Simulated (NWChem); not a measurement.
**r2SCAN/6-31G(d) (spherical functions) run of BH3SO (SMILES OBS)**

What is the vertical ionisation energy of BH3SO at r2SCAN/6-31G* (spherical functions)? 

The calculation is run with NWChem 7.3.0.

6 further runs of the same task are left out: 1 that didn't finish, 5 set aside as unsound or not needed.

### Step 1. The structure to begin with

BH3SO: 6 atoms, total charge 0, spin state singlet. SMILES: `OBS`. The coordinates come from a PBE0-D4/def2-TZVP relaxation. This is one conformer, not always the lowest.

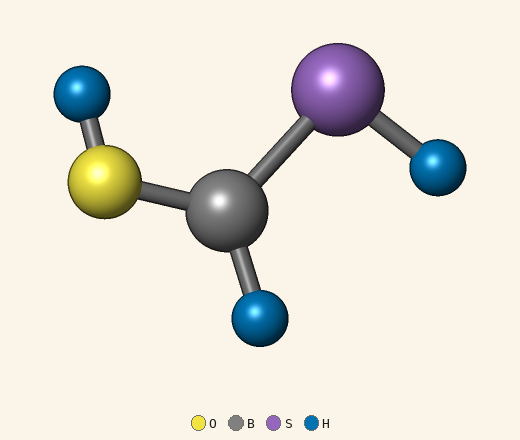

Viewed from a chosen angle; oxygen yellow, boron grey, sulfur purple, hydrogen blue.

### Step 2. A single-point energy at r2SCAN/6-31G(d) (spherical functions)

bh3os.nw reads:

```
start bh3os
memory stack 880 mb heap 220 mb global 1100 mb
geometry noautosym nocenter noautoz
 O    -1.104400   -0.090400   -1.001800
 B     0.054600    0.169700   -0.358100
 S     0.336900   -0.392500    1.342100
 H    -1.753100   -0.587100   -0.495400
 H     0.894300    0.783600   -0.941900
 H     1.571700    0.116600    1.455100
end
basis spherical bse
 O library 6-31G*
 B library 6-31G*
 S library 6-31G*
 H library 6-31G*
end
dft
 xc r2scan
 grid fine
 convergence energy 1e-08
 iterations 100
 mulliken
 print low
end
task dft energy
```

The run is started by

```console
$ nwchem bh3os.nw > bh3os.out
```

Output:

```text
[...]
 d= 0,ls=0.0,diis     1   -499.9650351005 -5.89D+02  2.06D-02  4.88D-01     0.7
[...]
 d= 0,ls=0.0,diis    10   -500.0265140670 -8.07D-10  4.28D-07  1.02D-09     5.5
         Total DFT energy =     -500.026514066994
      One electron energy =     -864.849637039091
           Coulomb energy =      315.481581604908
    Exchange-Corr. energy =      -39.427333542432
 Nuclear repulsion energy =       88.768874909621
[...]
      Total Density - Mulliken Population Analysis
     ---------------------------------------------
    Atom       Charge   Shell Charges
 -----------   ------   -------------------------------------------------------
    1 O    8     8.55   2.00  0.91  2.94  0.91  1.77  0.02
    2 B    5     4.80   2.00  0.55  1.41  0.36  0.39  0.09
    3 S   16    16.23   2.00  2.00  5.97  1.32  3.11  0.56  1.23  0.05
    4 H    1     0.56   0.47  0.09
    5 H    1     0.99   0.52  0.47
    6 H    1     0.86   0.50  0.36
[...]
```

Wall time 6.3 s (1 thread of Intel Xeon Platinum 8488C (Sapphire Rapids), shared host); peak memory 0.12 GiB.

### Step 3. The doublet cation

bh3os.nw reads:

```
start bh3os
title "BH3OS r2SCAN"
memory 2200 mb
charge 1

geometry units au noautosym nocenter noautoz
  O   -2.08701353  -0.17083124  -1.89312763
  B    0.10317905   0.32068652  -0.67671093
  S    0.63664873  -0.74171750   2.53620143
  H   -3.31287887  -1.10945821  -0.93617032
  H    1.68998207   1.48078939  -1.77993304
  H    2.97008255   0.22034207   2.74974048
end

basis "ao basis" spherical bse
  * library 6-31G*
end

dft
  xc r2scan
  mult 2
  grid fine
  convergence energy 1e-08
  maxiter 100
  mulliken
  noprint "final vectors analysis"
end

task dft energy
```

The run is started by

```console
$ nwchem bh3os.nw > bh3os.out
```

Output:

```text
[...]
          Wavefunction type:  spin polarized.
          No. of atoms     :     6
          No. of electrons :    31
[...]
          Charge           :     1
          Spin multiplicity:     2
[...]
          AO basis - number of functions:    52
[...]
              XC Information
              --------------
                      r^2SCAN Method XC Functional
               r^2SCAN metaGGA Exchange Functional  1.000
                     r^2SCAN Correlation Potential  1.000
[...]
 d= 0,ls=0.0,diis     1   -499.4055969238 -5.88D+02  2.24D-02  4.62D-01     1.0
[...]
 d= 0,ls=0.5,diis    44   -499.6495598020 -8.86D-09  2.89D-08  2.57D-08    36.5
[...]
         Total DFT energy =     -499.649559808523
      One electron energy =     -855.668644941438
           Coulomb energy =      306.358849057295
    Exchange-Corr. energy =      -39.108632482429
 Nuclear repulsion energy =       88.768868558049
[...]
      Total Density - Mulliken Population Analysis
     ---------------------------------------------
    Atom       Charge   Shell Charges
 -----------   ------   -------------------------------------------------------
    1 O    8     8.41   2.00  0.93  2.90  0.91  1.65  0.02
    2 B    5     4.85   2.00  0.58  1.43  0.40  0.37  0.09
    3 S   16    15.60   2.00  2.00  5.97  1.42  2.98  0.47  0.71  0.06
    4 H    1     0.52   0.46  0.06
    5 H    1     0.86   0.51  0.35
    6 H    1     0.75   0.48  0.27
[...]
      <S2> =      0.7591 (Exact =     0.7500)
[...]
```

It took 38 s on 1 thread of Intel Xeon Platinum 8488C (Sapphire Rapids), shared host; peak memory 0.11 GiB.

### Step 4. Outcome

Level: r2SCAN/6-31G* (spherical functions).

```
                                          quantity          value
                       singlet BH3SO: total energy  -500.02651 Eh
                      doublet cation: total energy  -499.64956 Eh
                              doublet cation: ⟨S²⟩          0.759
vertical ionisation energy (to the doublet cation)      10.257 eV
```

Removing an electron at fixed nuclei costs 10.26 eV (990 kJ/mol). Mulliken charges (singlet BH3SO) run from -0.55 on O1 to +0.44 on H4. Mulliken charges (doublet cation) run from -0.41 on O1 to +0.48 on H4; they depend strongly on the basis.
